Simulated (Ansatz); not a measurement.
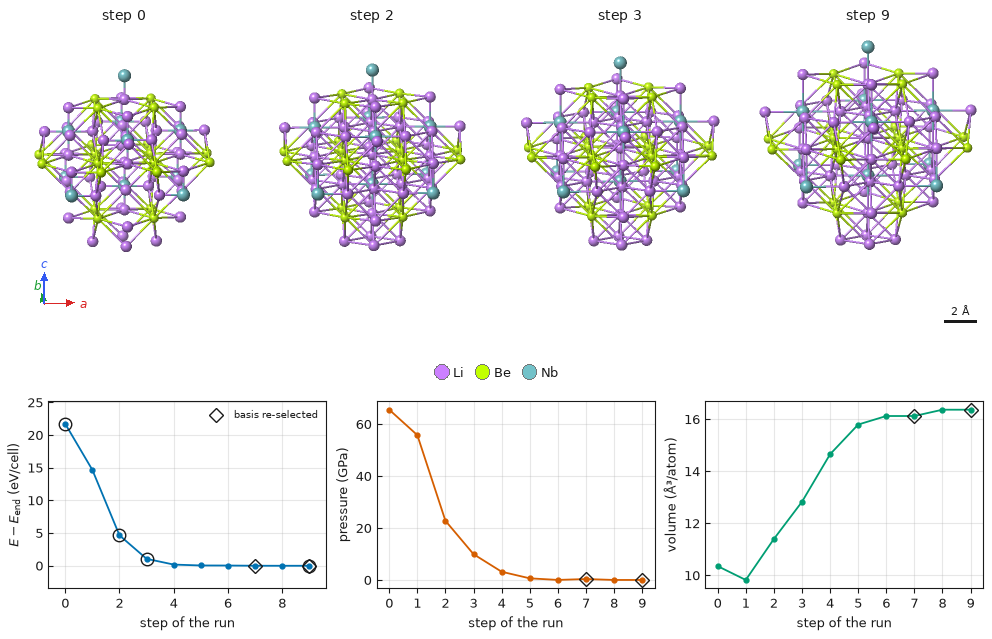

Frames of a relaxation of solid Li$_{6}$Be$_{2}$Nb (a generated structure, set up in Fm-3m) (coarse preliminary run), marked on the history of the run. The picture is a ball-and-stick view of the atoms within 5.8 Å of the atom that moves most (axes of the conventional cell (4 times the calculation's cell)), seen from a free direction. Lengths and directions refer to the drawn axes.

Theory: DFT PBE, scalar-relativistic, plane waves, PAW in Ansatz. Settings: plane-wave cutoff 420 eV; k-point mesh 4 × 4 × 4; occupations gaussian; smearing width 0.1 eV; no spin polarisation; cell and atoms relaxed; force threshold 0.04 eV/Å; at most 70 steps.

What happens along the run?

After 7 accepted moves (9 points after the start) the energy has fallen by 21.723 eV per cell of the calculation. The largest force component goes from 13 to 0.0018 eV/Å. The pressure goes from 65.59 to 0.06 GPa. At 2 points the geometry stayed and the basis and grid were re-selected for the new cell (energy shift of 33.8 meV per cell of the calculation at most each time). The largest moves relative to the cell, 0.63 Å, are those of Li atoms. Be and Nb stay in place. The drawn cell changes as follows: a = b = c 7.198 → 8.384 Å (+16.5 %); the volume changes by +58.0 %. Among the contacts that change: Li–Li 2.189 → 3.442 Å, Li–Nb 1.548 → 2.434 Å, Be–Li 2.557 → 2.983 Å, Li–Li 2.901 → 2.486 Å. The space group stays Fm-3m (No. 225). Cost: 23 s on 1 thread of Arm Neoverse V1, on a shared host, peak memory 0.4 GiB. From step 0 to 2: Li atoms move most (0.33 Å), volume +10.1 %, energy −17.069 eV per cell of the calculation. From step 2 to 3: Li atoms move most (0.16 Å), volume +12.5 %, energy −3.590 eV per cell of the calculation. From step 3 to 9: Li atoms move most (0.08 Å), volume +27.6 %, energy −1.064 eV per cell of the calculation.
